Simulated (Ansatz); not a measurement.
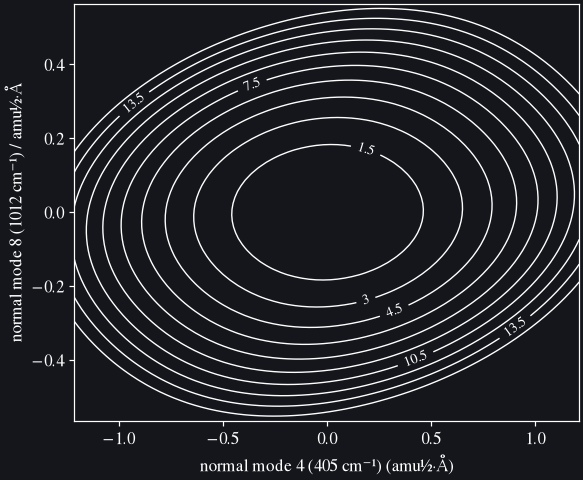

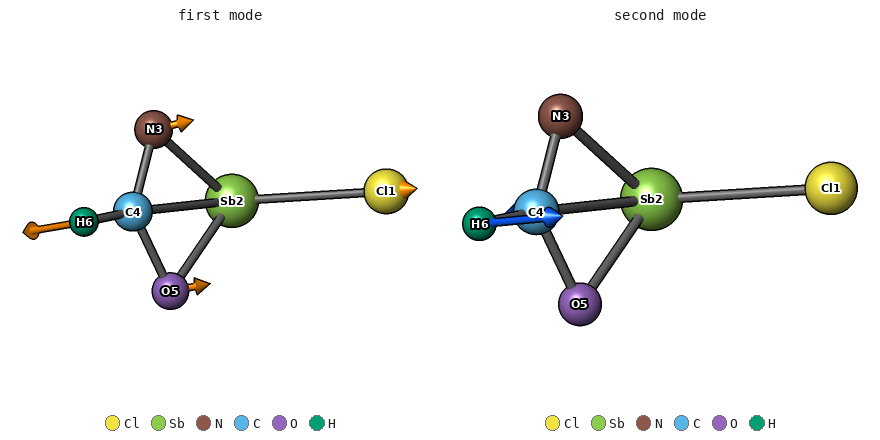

Energy landscape of CHClNOSb. 
- The first coordinate is: normal mode 4 (405 cm⁻¹); the second: normal mode 8 (1012 cm⁻¹).
- Nothing is relaxed (straight displacements along the two mass-weighted modes).
- Grid: 11 × 11 points.
- Energies are in kcal/mol, from the lowest grid point.
- All numbers below come from RKS PBE0-D4/def2-SVP in Ansatz.

Drawn: contour lines labelled in kcal/mol (none above 15). Between grid points the surface is interpolated. The second picture is the structure at the lowest point

Where are the wells?

Answer. The lowest grid point is at normal mode 4 (405 cm⁻¹) = 0.000 amu½·Å, normal mode 8 (1012 cm⁻¹) = 0.000 amu½·Å. It is the only kind of minimum in the scanned range. The highest grid point, normal mode 4 (405 cm⁻¹) = −1.212 amu½·Å, normal mode 8 (1012 cm⁻¹) = 0.565 amu½·Å, lies 38.0 kcal/mol above the lowest.

The input of one point:

```yaml
crystal:
  periodic: [false, false, false]
  atoms:
    - { symbol: Cl, position_ang: [-1.000907, -2.503055, -0.655808] }
    - { symbol: Sb, position_ang: [0.41324, -1.277959, 0.770858] }
    - { symbol: "N", position_ang: [-0.639263, 0.525289, 0.888848] }
    - { symbol: C, position_ang: [0.130151, 0.98137, -0.036652] }
    - { symbol: O, position_ang: [1.036878, 0.186177, -0.612967] }
    - { symbol: H, position_ang: [0.102001, 2.024278, -0.400479] }
basis:
  gaussian: { orbitals: def2-SVP }
hamiltonian:
  xc: pbe0
  dispersion: d4
output:
  forces: true
```

The whole map (121 points run) took 13 min on 1 thread of Arm Neoverse V1, on a shared host.
